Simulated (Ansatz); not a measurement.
# A computed series for hypothetical Pm-3n GaN: pressure series

The parent structure is GaN (space group Pm-3n, No. 223; a hypothetical phase, not in the database extracts checked).

GaN has the cubic space group Pm-3n (No. 223), Pearson symbol cP12. Conventional cell: a = 5.5714 Å, b = 5.5714 Å, c = 5.5714 Å, α = 90.00°, β = 90.00°, γ = 90.00°. Ga on 6c is surrounded by 4 N at 1.970 Å. N on 6d sees 4 Ga at 1.970 Å. (Neighbours: up to the widest gap in distance over summed covalent radii, below 1.35, at either atom; cation-cation and far metal-metal contacts left out.)

Cell and atoms are relaxed at each pressure.

All numbers come from PBE (Ansatz, an electronic-structure program), no SOC.

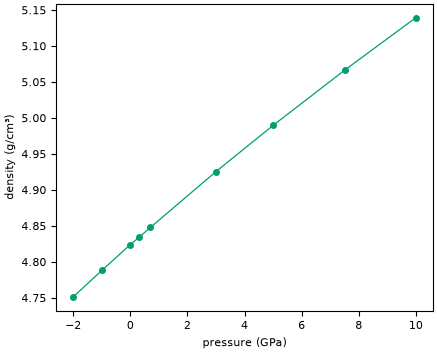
Figure. Density against pressure

Task: From the plot, what is the density for pressure 0.3 GPa?

Result: About 4.83 g/cm³.

Task: Is the trend monotonic over the range shown?

Result: Yes, it rises throughout, spanning 4.75 g/cm³ to 5.14 g/cm³.

Load acts through the strain it causes; cell and atoms are relaxed under it. No phonon test of stability was made. No other phases were tried under pressure.
